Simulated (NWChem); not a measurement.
# Single-point calculation, with input and output: C₂H₄S (charge +1)

System: C₂H₄S, charge +1, multiplicity 2.
Method: B3LYP/6-31G*, UKS (NWChem 7.3.0).

The geometry is that of the parent species in another charge or spin state. The geometry comes from this level: PBE0-D4/def2-TZVP.

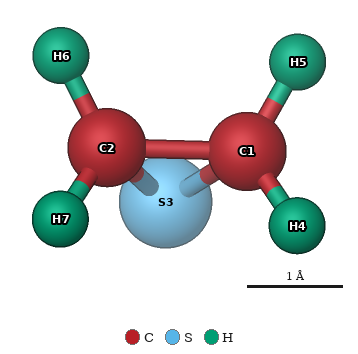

*The input geometry (ball-and-stick view, seen at a tilt; atoms are numbered from 1 in the order of the input).*

Bond lengths as drawn: C–C 1.48 Å, C–H 1.08 Å and C–S 1.80 Å.

Key numbers

| quantity | value |
| --- | --- |
| outcome | converged |
| total energy | −476.454654 hartree |
| basis functions | 57 |
| ⟨S²⟩ | 0.754 |
| hardware | 1 thread of Intel Xeon @ 2.50GHz (Skylake/Cascade Lake), 12 GiB of memory available, shared host |
| wall time | 52 s |
| peak memory | 0.13 GiB |

Input
```python
from ase.io import read
from ase.calculators.nwchem import NWChem

mol = read('run.xyz')

calc = NWChem(
    label='run',
    theory='dft',
    memory='2200 mb',
    basis='6-31G*',
    charge=1,
    dft={'xc': 'b3lyp', 'mult': '2', 'grid': 'xfine', 'convergence': 'energy 1e-08', 'iterations': '100', 'mulliken': None},
    task='energy',
)
mol.calc = calc

e = mol.get_potential_energy()
print(f"E = {e:.6f} eV")
```

File run.xyz
```
7
C2H4S
C     -0.515770     0.123480    -0.520180
C      0.600760    -0.036080     0.435470
S     -0.898110    -0.923600     0.895080
H     -0.448740    -0.388430    -1.473330
H     -1.032050     1.076250    -0.547280
H      0.855300     0.806520     1.068140
H      1.438610    -0.658150     0.142080
```

File run.nwi
```
title "run"

permanent_dir run

scratch_dir run

start run

geometry units angstrom nocenter noautosym noautoz
  C  -5.1576999999999995e-01 1.2348000000000001e-01 -5.2017999999999998e-01
  C  6.0075999999999996e-01 -3.6080000000000001e-02 4.3547000000000002e-01
  S  -8.9810999999999996e-01 -9.2359999999999998e-01 8.9507999999999999e-01
  H  -4.4874000000000003e-01 -3.8843000000000000e-01 -1.4733300000000000e+00
  H  -1.0320499999999999e+00 1.0762499999999999e+00 -5.4727999999999999e-01
  H  8.5529999999999995e-01 8.0652000000000001e-01 1.0681400000000001e+00
  H  1.4386099999999999e+00 -6.5815000000000001e-01 1.4208000000000001e-01
end

charge 1

memory 2200 mb

basis noprint
   * library 6-31G*
end

dft
  xc b3lyp
  mult 2
  grid xfine
  convergence energy 1e-08
  iterations 100
  mulliken
end

task dft energy
```

Run as:
```bash
export ASE_NWCHEM_COMMAND="nwchem PREFIX.nwi > PREFIX.nwo"
python run.py
```

The program's output
```
E = -12964.991509 eV
```

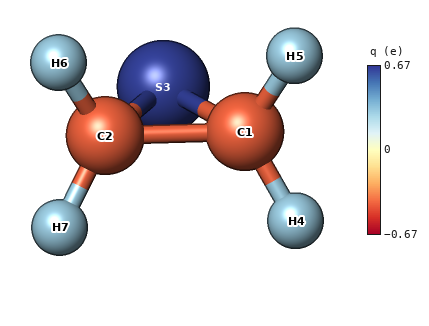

*Mulliken charges, as the colour of each atom (ball-and-stick view, seen at a tilt; atoms are numbered from 1 in the order of the input).*

By element: C −0.42, S +0.64 and H +0.30 e.
